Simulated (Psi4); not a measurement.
# r2SCAN/6-311+G(d,p) (sweep point 6) run of N2O (nitrous oxide)

Aim: the vertical singlet–triplet gap of N2O (nitrous oxide) at r2SCAN/6-311+G** (sweep point 6), from 2 runs. 

The calculation is run with Psi4 1.11.

4 further runs of the same task are left out: 4 set aside as unsound or not needed.

**1. Starting point**

N2O: 3 atoms, total charge 0, spin state singlet. SMILES: `N#[N+][O-]`. The coordinates come from a PBE0-D4/def2-TZVP relaxation.

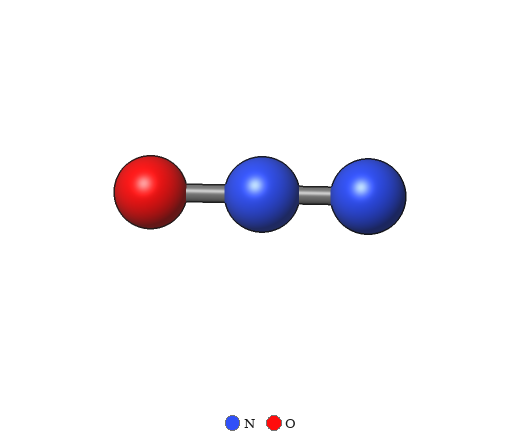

The structure, seen from a chosen angle (nitrogen blue, oxygen red).

**2. A single-point energy at r2SCAN/6-311+G(d,p) (sweep point 6)**

The input, n2o.in:

```
memory 1600 mb

molecule mol {
  0 1
  N     -0.96697286     1.89218277    -0.31728502
  N     -0.01587370     0.03118048    -0.00529123
  O      0.98284656    -1.92336325     0.32257625
  units au
  symmetry c1
}

set puream true
set scf_type pk
set dft_radial_points 99
set dft_spherical_points 590
set d_convergence 1e-08
set e_convergence 1e-08

energy('r2scan/6-311+G**')
```

Launch:

```console
$ psi4 -i n2o.in -o n2o.out -n 1
```

n2o.out, shortened:

```text
[...]
  Running in c1 symmetry.
[...]
  Nuclear repulsion =   61.347861697462967
[...]
  Multiplicity = 1
[...]
  Nalpha       = 11
  Nbeta        = 11
[...]
    Number of basis functions: 66
[...]
   @RKS iter   1:  -184.53305790469054   -1.34499e-01   7.92287e-03 ADIIS/DIIS
[...]
   @RKS iter  11:  -184.63337855962138   -2.27374e-13   8.90986e-10 DIIS
[...]
    Orbital Energies [Eh]
    ---------------------
    Doubly Occupied:
       1A    -19.058920     2A    -14.386051     3A    -14.254096
       4A     -1.227195     5A     -1.063930     6A     -0.577341
       7A     -0.540628     8A     -0.540628     9A     -0.445200
      10A     -0.322033    11A     -0.322033
[...]
  @RKS Final Energy:  -184.63337855962138
   => Energetics <=
    Nuclear Repulsion Energy =             61.3478616974629674
    One-Electron Energy =                -372.0567789365032922
    Two-Electron Energy =                 148.3102662176663671
    DFT Exchange-Correlation Energy =     -22.2347275382474265
    Empirical Dispersion Energy =           0.0000000000000000
    VV10 Nonlocal Energy =                  0.0000000000000000
    Total Energy =                       -184.6333785596213772
[...]
 Multipole Moments:
 ------------------------------------------------------------------------------------
     Multipole            Electronic (a.u.)      Nuclear  (a.u.)        Total (a.u.)
 ------------------------------------------------------------------------------------
 L = 1.  Multiply by 2.5417464519 to convert [e a0] to [Debye]
 Dipole X            :          0.0000185           -0.0000005            0.0000181
 Dipole Y            :          0.0000227           -0.0000006            0.0000221
 Dipole Z            :         -0.0143132           -0.0089621           -0.0232753
 Magnitude           :                                                    0.0232753
[...]
```

Run time: 19 s. Hardware: 1 thread of AMD EPYC 7R43 (Zen 3), shared host; peak memory 0.96 GiB.

**3. The triplet at the same level**

The input, job.inp:

```
memory 1.6 GB

molecule molecule1 {
  0 3
  N     -0.96697286     1.89218277    -0.31728502
  N     -0.01587370     0.03118048    -0.00529123
  O      0.98284656    -1.92336325     0.32257625
  units au
  symmetry c1
}

set globals {
  basis                6-311+G**
  reference            uks
  puream               true
  scf_type             pk
  dft_radial_points    99
  dft_spherical_points 590
  d_convergence        1e-08
  e_convergence        1e-08
  maxiter              150
}

energy("r2scan")
print_variables()
```

Launch:

```console
$ psi4 -i job.inp -o job.out -n 1
```

job.out, shortened:

```text
[...]
  Running in c1 symmetry.
[...]
  Nuclear repulsion =   61.347861697462967
[...]
  Multiplicity = 3
[...]
  Nalpha       = 12
  Nbeta        = 10
[...]
    Number of basis functions: 66
[...]
   @UKS iter   1:  -184.29274475341114    1.05814e-01   8.11661e-03 ADIIS/DIIS
[...]
   @UKS iter  14:  -184.41388204663417   -6.25278e-13   1.85126e-09 DIIS
[...]
   @S^2 Observed:                2.007272783E+00
[...]
    Orbital Energies [Eh]
    ---------------------
    Alpha Occupied:
       1A    -19.112409     2A    -14.311726     3A    -14.245942
       4A     -1.243838     5A     -1.074578     6A     -0.613246
       7A     -0.577861     8A     -0.538324     9A     -0.446468
      10A     -0.391487    11A     -0.342668    12A     -0.095614
    Alpha Virtual:
      13A     -0.042663    14A      0.004409    15A      0.104433
      16A      0.107213    17A      0.109130    18A      0.146274
      19A      0.161679    20A      0.180532    21A      0.183013
      22A      0.252165    23A      0.280718    24A      0.282456
      25A      0.334132    26A      0.362093    27A      0.618735
[...]
  @UKS Final Energy:  -184.41388204663417
   => Energetics <=
    Nuclear Repulsion Energy =             61.3478616974629674
    One-Electron Energy =                -371.8957195006655638
    Two-Electron Energy =                 148.4406937056825200
    DFT Exchange-Correlation Energy =     -22.3067179491141090
    Empirical Dispersion Energy =           0.0000000000000000
    VV10 Nonlocal Energy =                  0.0000000000000000
    Total Energy =                       -184.4138820466341713
[...]
 Multipole Moments:
 ------------------------------------------------------------------------------------
     Multipole            Electronic (a.u.)      Nuclear  (a.u.)        Total (a.u.)
 ------------------------------------------------------------------------------------
 L = 1.  Multiply by 2.5417464519 to convert [e a0] to [Debye]
 Dipole X            :         -0.0000016           -0.0000005           -0.0000021
 Dipole Y            :         -0.0000020           -0.0000006           -0.0000025
 Dipole Z            :         -0.4290151           -0.0089621           -0.4379772
 Magnitude           :                                                    0.4379772
[...]
```

It took 37 s on 1 thread of AMD EPYC 7R43 (Zen 3), shared host; peak memory 0.97 GiB.

**4. What came out**

At r2SCAN/6-311+G** (sweep point 6):

| quantity | value |
| --- | --- |
| singlet: total energy | -184.63338 Eh |
| singlet: dipole moment | 0.06 D |
| singlet: HOMO energy | -8.76 eV |
| singlet: LUMO energy | -1.27 eV |
| singlet: HOMO–LUMO gap | 7.50 eV |
| triplet: total energy | -184.41388 Eh |
| triplet: dipole moment | 1.11 D |
| triplet: HOMO energy (highest over α and β) | -2.60 eV |
| triplet: ⟨S²⟩ | 2.007 |
| vertical energy of the triplet above the singlet | 5.973 eV |

In words: At this shape the triplet lies 5.97 eV (576 kJ/mol) above the singlet.
